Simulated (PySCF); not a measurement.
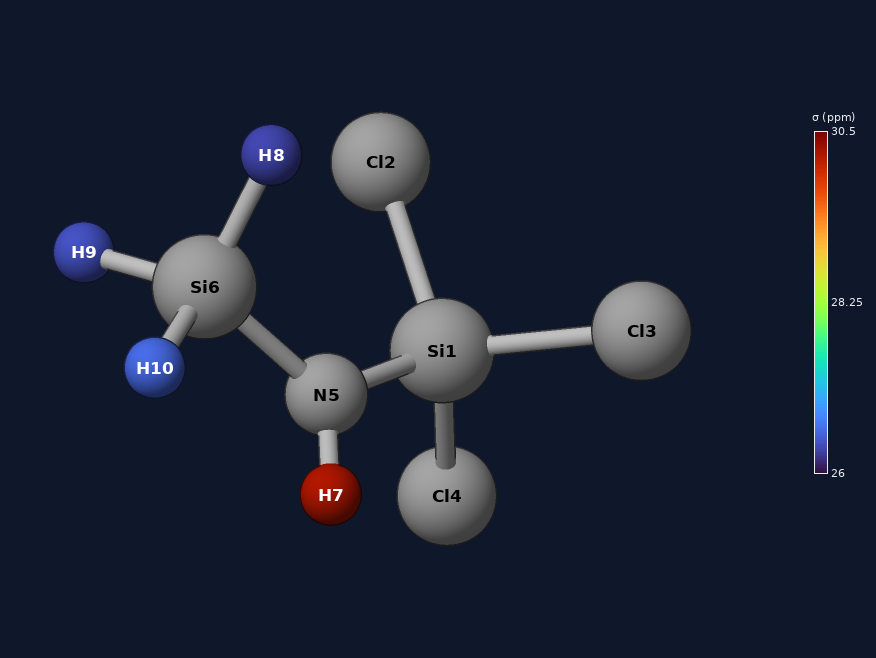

Atoms are coloured by their isotropic NMR shieldings (H only, the others grey). The geometry was computed by an optimisation with PBE0-D3(BJ)/def2-SVP. No frequency run is at hand to confirm it as a minimum. Level of theory: GIAO KT2/pcSseg-1 NMR shielding, non-relativistic, gas phase (PySCF 2.14.0).

**Which H atom is the most shielded (lowest chemical shift)?**

H7 (30.21 ppm).

**Which H atom is the least shielded (highest chemical shift)?**

H8 (26.33 ppm).

**How wide is the range of H shifts?**

3.88 ppm.

Give the isotropic NMR shieldings of the H atoms atom by atom.

| atom | σ (ppm) |
| --- | --- |
| H7 | 30.21 |
| H8 | 26.33 |
| H9 | 26.40 |
| H10 | 26.56 |
